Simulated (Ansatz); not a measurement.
# CH$_{4}$AlFS (SMILES C[S][AlH][F]): what the fields show

```yaml
atoms:
  - { symbol: C, position_ang: [-0.3943, 0.1096, 0.4608] }
  - { symbol: Al, position_ang: [0.8315, 1.3495, -2.1003] }
  - { symbol: F, position_ang: [0.9166, -0.2653, -2.5167] }
  - { symbol: S, position_ang: [-0.0115, 1.7921, -0.1585] }
  - { symbol: H, position_ang: [-0.1164, -0.6652, -0.2653] }
  - { symbol: H, position_ang: [0.1587, -0.0519, 1.3954] }
  - { symbol: H, position_ang: [-1.4717, 0.0494, 0.6632] }
  - { symbol: H, position_ang: [1.3476, 2.4514, -3.0953] }
```

Geometry: PBE0-D3(BJ)/def2-SVP.

The calculation used isolated molecule in a Gaussian basis; Kohn-Sham density functional theory, functional PBE0 in Ansatz.

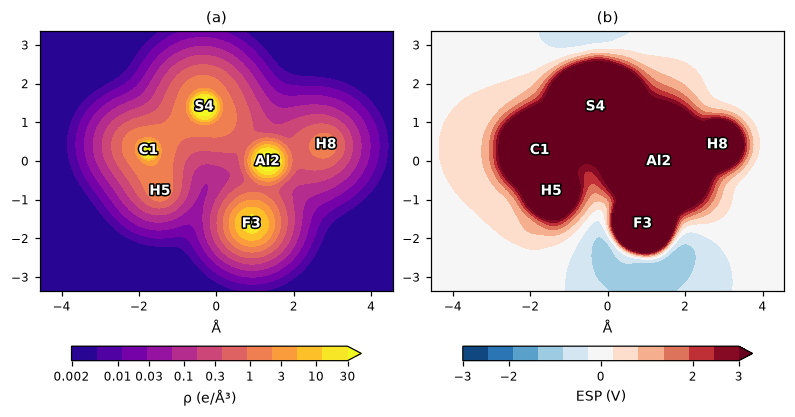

Figure 1. (a) total electron density; (b) molecular electrostatic potential on the plane of atoms F3, Al2 and H8.

> Read the bonding off the picture.

Atoms in the plane: C, Al, F, S and H. Al–F (1.67 Å): ρ is about 0.86 e/Å³ halfway. C–S (1.83 Å): the density is about 1.2 e/Å³ at the midpoint. Al–S (2.16 Å): ρ at the midpoint is about 0.72 e/Å³. C–H (1.10 Å): ρ at the midpoint is about 2 e/Å³. Al–H (1.57 Å): the density is about 0.58 e/Å³ at the midpoint. Outside the dense part of the molecule the potential is most negative (−1.3 V) near F3.

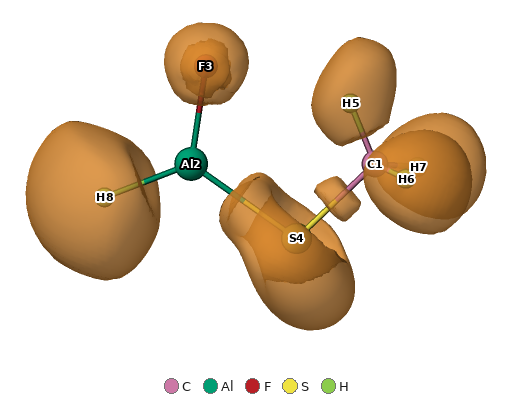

Figure 2. Isosurface of the ELF at 0.8 (orange), seen across its widest extent. Core shells and regions of very low density are left out.

> Where are the electrons localised?

At this value the surface marks out one region between bonded C–S atoms (shared pairs), four regions around hydrogen nuclei, one region on S in which the atom's valence shell and bonds are merged and one region wrapped around F (its valence shell).


Al–F (1.67 Å): the ELF peaks at about 0.85 in the valence shell of F, 0.6 Å from its nucleus, and is about 0.40 at the midpoint. C–S (1.83 Å): the ELF peaks at about 0.90 between the atoms (localised, covalent bonding).

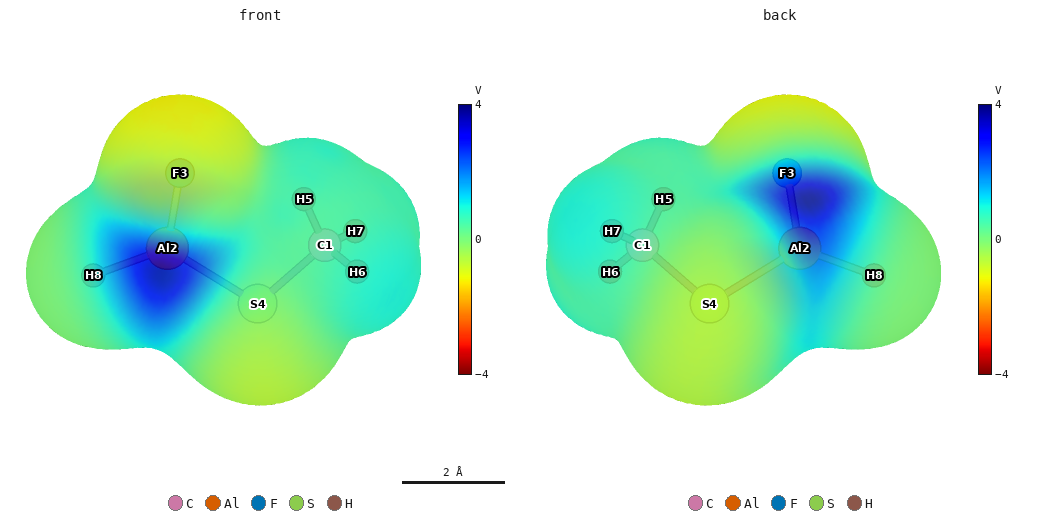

Figure 3. The electrostatic potential painted on the density surface at 0.002 e/bohr³, seen from the front and from behind; red is negative and blue positive.

> Describe the electrostatic potential map.

The most negative region (about −1.2 V) lies over F3, the most positive (about +3.5 V) over Al2.

> How polar is the molecule by this calculation?

Its dipole moment is 0.70 D.
